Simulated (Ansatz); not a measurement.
FH2NSbSi (charge +1)

```xyz
6

F     0.6611    2.0945   -0.2367
N     0.3576   -0.5444    0.6997
Sb    2.3201   -0.9471    0.5705
Si    0.6584    0.5429   -0.6174
H     0.0362    0.2981   -1.9279
H    -0.3772   -0.8531    1.3417
```

Geometry: PBE0-D3(BJ)/def2-SVP; core potentials replace the inner electrons of Sb.

Level of theory: isolated molecule in a Gaussian basis; Kohn-Sham density functional theory, functional PBE0 in Ansatz.

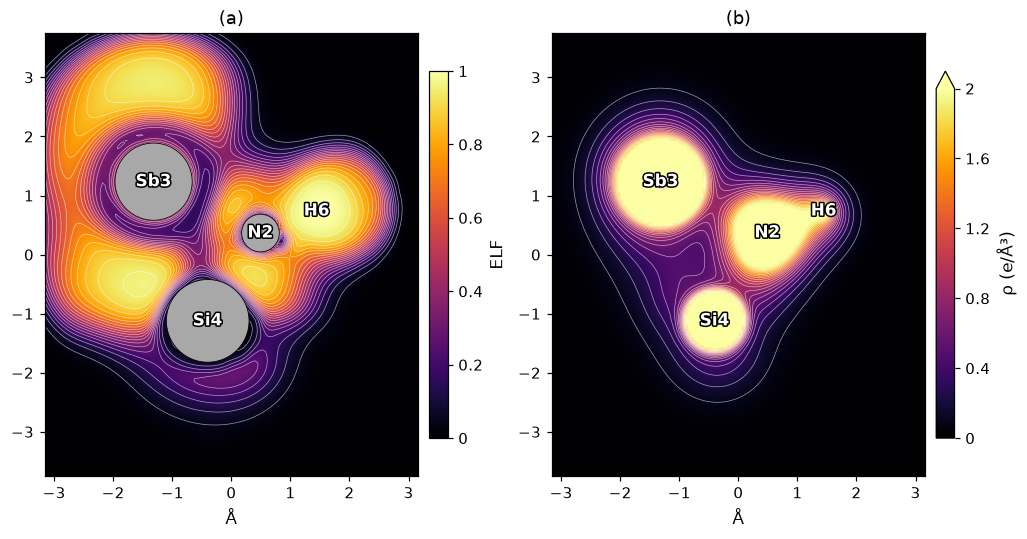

Figure 1. (a) ELF; (b) electron density on the plane of atoms Sb3, N2 and Si4. Grey discs cover the atomic cores in the ELF map.

Question: Describe what can be read from this map.

Answer: The section cuts through N, Sb, Si and H sites.
Si–N (1.73 Å): ρ is about 1.1 e/Å³ halfway; the ELF peaks at about 0.90 between the atoms: a shared but strongly polarised pair.
Sb–N (2.01 Å): ρ is about 0.83 e/Å³ halfway; the ELF peaks at about 0.85 in the valence shell of N, 0.6 Å from its nucleus, and drops to about 0.15 between the two atoms.
Si–Sb (2.53 Å): the density is about 0.48 e/Å³ at the midpoint; the ELF peaks at about 0.55 in the valence shell of Si, 1.1 Å from its nucleus, and drops to about 0.20 between the two atoms.
N–H (1.02 Å): the density is about 2.9 e/Å³ at the midpoint; the ELF climbs to about 1 towards the hydrogen, as it does in any bond to H (an ordinary covalent bond to hydrogen).

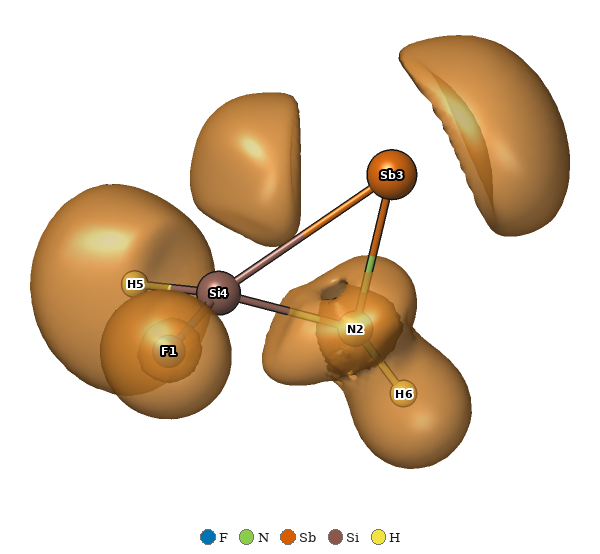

Figure 2. Isosurface of the ELF at 0.75 (orange), seen at a tilt. Only the valence region is drawn (cores and ρ < 0.01 e/Å³ removed).

Question: Identify the bonds, lone pairs and shells in this picture.

Answer: The surface consists of one region around a hydrogen nucleus, two lobes on Sb, pointing away from the bonds (lone pairs), one region wrapped around F (its valence shell) and one joined region spread over several atoms (H, N), in which their bonds and any lone pairs are merged. Profiles from the grid: Si–F (1.60 Å): the ELF peaks at about 0.85 in the valence shell of F, 0.6 Å from its nucleus, and is about 0.40 at the midpoint.

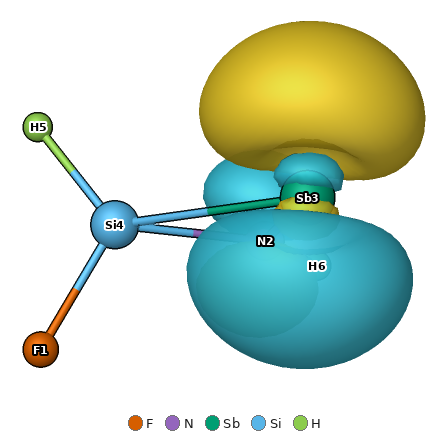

Figure 3. One frontier orbital at ±0.15 Å⁻³ᐟ² (yellow and cyan are the two phases), seen from one side.

Question: Which orbital is it: HOMO or LUMO?

Answer: The LUMO, at −9.26 eV. It lies mainly on Sb3 (about 80 %) and N2 (about 15 %).
